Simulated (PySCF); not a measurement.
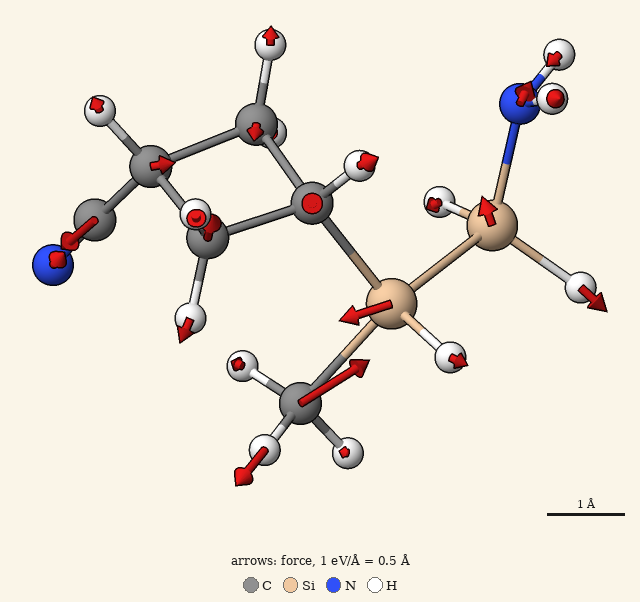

Starting geometry of C$_{6}$H$_{14}$N$_{2}$Si$_{2}$ with the computed forces as red arrows. A ball-and-stick model, seen from a free direction.

The start comes from GFN2-xTB. Its atoms were then displaced at random by about 0.01 Å.

Computed with PBE0-D3(BJ)/def2-SVP geometry optimisation, gas phase in PySCF. 

Is this structure relaxed? If not, where do the atoms go?

Answer. It isn't relaxed: the largest force vector, on a C atom, is 2.40 eV/Å. The final displacements have little in common with the starting forces (cosine between the two patterns 0.00). After 19 geometry steps the energy has fallen by 6.27 kcal/mol. The atom that moves furthest after the best rigid fit is an H atom (1.03 Å). Largest moves by element: H 1.03 Å, N 1.01 Å, C 0.65 Å, Si 0.21 Å. Some distances before and after: H–Si 1.455 → 1.507 Å, C–H 1.055 → 1.101 Å, C–Si 1.927 → 1.882 Å, C–C 1.426 → 1.452 Å. Bond angles that change, for instance: Si–Si–H 114.3° → 108.9°, Si–Si–H 115.4° → 110.2°, N–Si–H 102.2° → 106.9°. Groups turn about Si–Si by about 25°, C–Si by about 20°. Cost: 17 min on 1 thread of Arm Neoverse N1 (shared host).
